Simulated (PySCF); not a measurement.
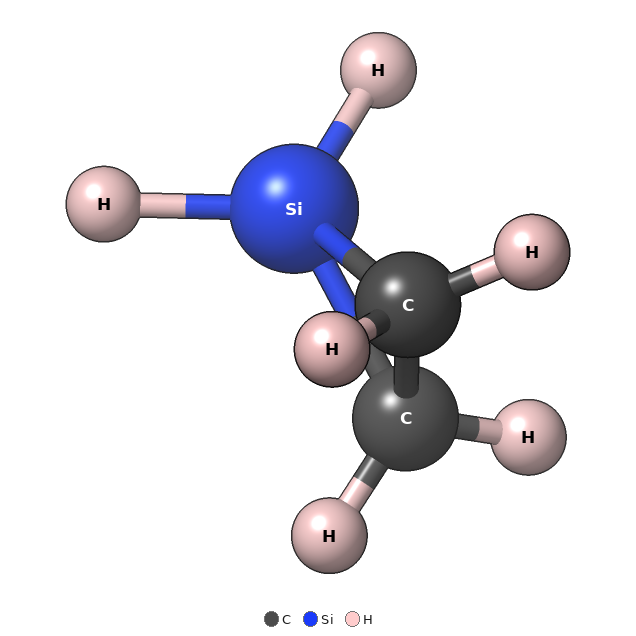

The picture shows a molecular structure as a ball-and-stick model.

Computed geometry: PBE0-D3(BJ)/def2-SVP optimisation. No frequency run is at hand to confirm it as a minimum.

Identify the structure.

Formula C2H6Si. SMILES: `C1C[SiH2]1`. Independent rings (smallest set): 1 of 3 members. Among its groups: Si–H bond. This geometry has C2v symmetry.

The parts below concern this one geometry. Atoms keep their numbers from picture to picture.

Core levels

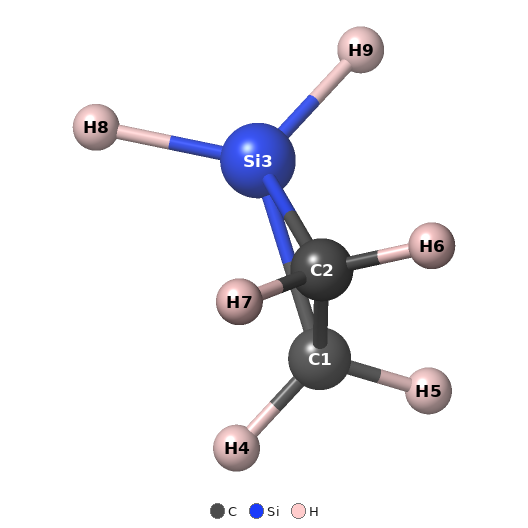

No frequency run is at hand to confirm it as a minimum. Level of theory: delta-SCF UKS PBE0, pcX-2 on the ionised atom, pcseg-1 elsewhere, spin-free X2C (PySCF 2.14.0).

Give the core-electron binding energies (to vacuum; p and d levels without spin–orbit splitting) of C1 1s, Si3 1s, Si3 2p.

| atom | level | binding energy (eV) |
| --- | --- | --- |
| C1 | 1s | 289.7 |
| Si3 | 1s | 1844.1 |
| Si3 | 2p | 106.4 |

NMR shielding

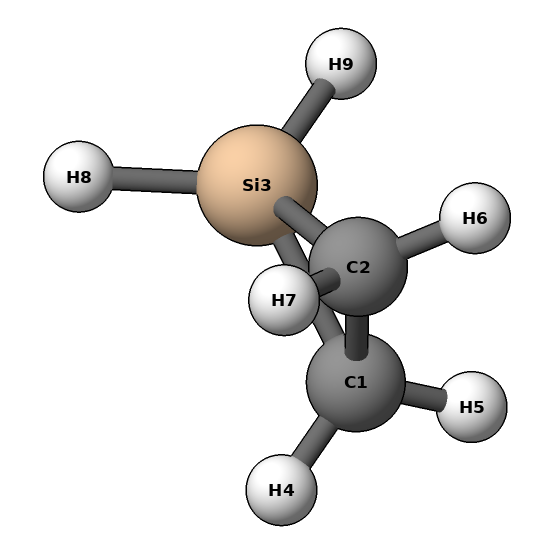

No frequency run is at hand to confirm it as a minimum. Method: GIAO BLYP/pcSseg-2 NMR shielding, non-relativistic, gas phase (PySCF 2.14.0). Principal shieldings σ11 ≤ σ22 ≤ σ33, span Ω = σ33 − σ11, skew κ = 3(σiso − σ22)/Ω.

Give the shielding tensors of the C atoms.

```csv
atom,σ11,σ22,σ33,σiso,Ω,κ
"C1, C2",157.9,182.7,214.5,185.0,56.6,0.13
```

Shieldings and span in ppm.

Levels of theory compared

No frequency run is at hand to confirm it as a minimum. Program: PySCF 2.14.0.

Compare HOMO–LUMO gap (eV), dipole (D) at these levels: B3LYP/pcSseg-2; B97-D/pcSseg-2; BLYP/pcSseg-2; BP86/pcSseg-2; KT2/pcSseg-2; KT3/pcSseg-2; LDA/pcSseg-2; OPBE/pcSseg-2; PBE/pcSseg-2.

```tsv
level	HOMO–LUMO gap (eV)	dipole (D)
B3LYP/pcSseg-2	6.54	0.02
B97-D/pcSseg-2	5.15	0.14
BLYP/pcSseg-2	5.05	0.11
BP86/pcSseg-2	5.20	0.17
KT2/pcSseg-2	5.14	0.18
KT3/pcSseg-2	5.12	0.15
LDA/pcSseg-2	5.11	0.17
OPBE/pcSseg-2	5.21	0.23
PBE/pcSseg-2	5.12	0.18
```
